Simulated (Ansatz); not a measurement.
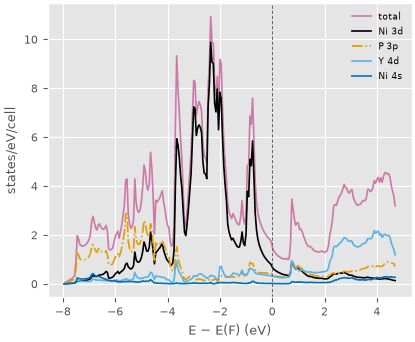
Figure. Total and projected density of states of YNi2P2 in space group I4/mmm (No. 139; P on 4e, Ni on 4d, Y on 2a), DFT-PBEsol in the program Ansatz with PAW potentials

**Question.** Which orbitals carry the states next to the Fermi level?

**Answer.** Within 0.5 eV of the Fermi level: Ni 3d 49 %, P 3p 23 %, Y 4d 19 %. Projections are on Löwdin-orthogonalised atomic valence shells; empty p or d shells of many metals are not among them.

**Question.** Where is the tallest occupied peak in this window, and what makes it?

**Answer.** Near -2.3 eV, about 11 states/eV per cell; the largest projected share is Ni 3d.

The workflow started from an entry of the Crystallography Open Database (COD). Whether it is the stable phase at ambient conditions was not checked. The PBEsol relaxation kept the symmetry of its start; whether a distortion lowers the energy is not shown. The workflow began spin-polarised and lost its moments. Spin–orbit coupling is left out wherever it is not named.

Potentials: the later of the program's two PAW sets.
